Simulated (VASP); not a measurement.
Band structure of CsZn4P3 (space group P4/mmm). Calculation: LDA (Ceperley-Alder, Perdew-Zunger), VASP's LDA PAW potentials (set 64) (plane waves; VASP).

Unless said otherwise, spin-orbit coupling is left out, though it shifts the bands of the heavy elements here.

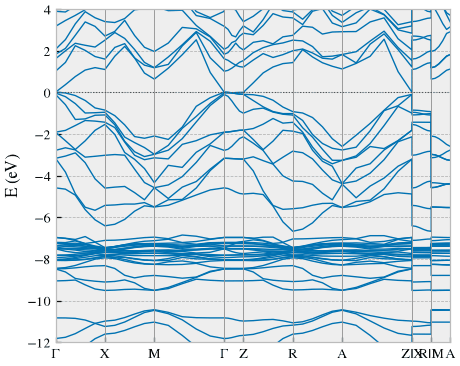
Fig. 1. Bands along high-symmetry lines, zero at the valence-band maximum or, without a gap, the Fermi level

**Question.** Read the plot: is there a gap, and where are the band edges?

**Answer.** It has no gap at this level: it comes out as a metal or semimetal.

The structure comes from a computed database's CsZn4P3 entry; how it stands against other phases isn't given here. The cell was not relaxed at this level. The k-mesh is coarse (spacing up to 0.40 per Å, 2π included), so the numbers may not be converged in it.
